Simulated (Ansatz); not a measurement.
# NH2 (SMILES [NH2]) at U-r2SCAN0/6-31G(d) (spherical functions)

Aim: the electronic atomisation energy of NH2 at U-r2SCAN0/6-31G* (spherical functions), from 3 runs. 

Program for the calculation: Ansatz 0.2.0.

48 further runs of the same task are left out: 48 set aside as unsound or not needed.

### 1 Starting point

NH2 has 3 atoms, charge 0, and is taken as a doublet. SMILES: `[NH2]`. The coordinates come from a GFN2-xTB relaxation.

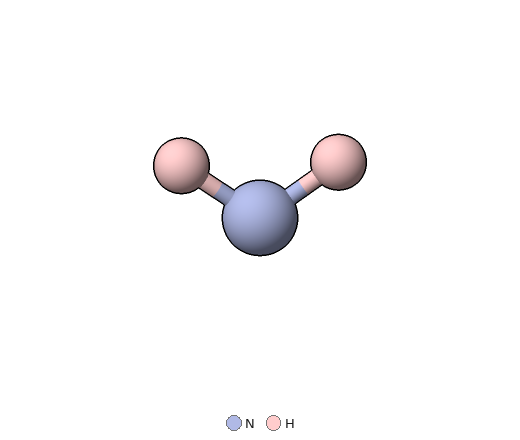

Viewed from a chosen angle; nitrogen light blue, hydrogen pink.

### 2 A single-point energy at U-r2SCAN0/6-31G(d) (spherical functions)

File input.yaml:

```yaml
crystal:
  periodic: [false, false, false]
  atoms:
    - symbol: N
      position_ang: [0.307180, -0.182210, 0.151440]
    - symbol: H
      position_ang: [0.155580, 0.820260, 0.174790]
    - symbol: H
      position_ang: [-0.462760, -0.638040, -0.326220]
basis:
  gaussian:
    orbitals: 6-31G_st_-spherical.json
total_charge: 0
magnetization:
  spin_polarized: true
  initial_magnetization: 1
hamiltonian:
  xc: {name: r2SCAN0}
accuracy: high
```

The basis set 6-31G* is read from a file made from the Basis Set Exchange's data (not shown).

Launch:

```
ansatz run input.yaml --threads 1 --pin off --max-ram 2610MiB --events-out events.jsonl --progress --plain --runs-dir runs
```

Output:

```text
Warning: RAYON_NUM_THREADS=1 ignored (pool sized by the plan → 1); use --threads N
Functional definition: r2SCAN0
  name "r2SCAN0"
  parameter a = 0.25
  parameter k0 = 0.174
  parameter k1 = 0.065
  parameter a1 = 4.9479
  exchange = (1 - a)*r2scan_x(k0 = k0, k1 = k1, a1 = a1) + a*exact_x
  correlation = r2scan_c
330 factors; integrals over basis functions are off by at most 4.2e-9 eV
mean field evaluation 1: about -1517.7221 eV, gradient 1.9e1 eV
mean field evaluation 2: about -1517.9721 eV, gradient 1.7e1 eV
mean field evaluation 4: about -1519.2368 eV, gradient 1.2e-1 eV
mean field evaluation 8: about -1519.2342 eV, gradient 1.1e-3 eV
mean field evaluation 16: about -1519.2342 eV, gradient 6.4e-8 eV
mean field -1519.23424395 eV, -55.8308286912 hartree, gradient 7.5e-9 eV, S^2 0.754453; 0 other end points of the search recorded, 0 dependent functions left out
reference -1519.23424437 eV, -55.8308287065 hartree; 5, 4 occupied and 13, 14 virtual orbitals, 330 factors
Total energy: -1519.23424437 eV, -55.8308287065 hartree
```

Wall time 1.7 s (1 thread of Arm Neoverse V1, shared host); peak memory 0.13 GiB.

### 3 The H atom at the same level

File job.yaml:

```yaml
crystal:
  periodic: [false, false, false]
  atoms:
    - {symbol: H, position_ang: [0.000000, 0.000000, 0.000000]}
basis:
  gaussian: {orbitals: "6-31G*"}
magnetization: {spin_polarized: true, initial_magnetization: 1}
hamiltonian: {xc: {name: r2SCAN0}}
accuracy: high
```

Run the same way, it converges to -0.49823 Eh (log not shown).

### 4 The N atom at the same level

File run.yaml:

```yaml
crystal:
  periodic: [false, false, false]
  atoms:
    - {symbol: "N", position_ang: [0.000000, 0.000000, 0.000000]}
basis:
  gaussian: {orbitals: 6-31G_st_-spherical.json}
accuracy: high
hamiltonian: {xc: {name: r2SCAN0}}
magnetization: {spin_polarized: true, initial_magnetization: 3}
```

The basis set 6-31G* is read from a file made from the Basis Set Exchange's data (not shown).

Run the same way, it converges to -54.56217 Eh (log not shown).

### 5 What came out

Level: U-r2SCAN0/6-31G* (spherical functions).

```
                     quantity         value
       molecule: total energy  -55.83083 Eh
               molecule: ⟨S²⟩         0.754
         H atom: total energy   -0.49823 Eh
                 H atom: ⟨S²⟩         0.750
         N atom: total energy  -54.56217 Eh
                 N atom: ⟨S²⟩         3.753
electronic atomisation energy      7.407 eV
```

What this shows: Taking the molecule apart into free atoms costs 7.41 eV (715 kJ/mol), before zero-point energy and without spin-orbit coupling.
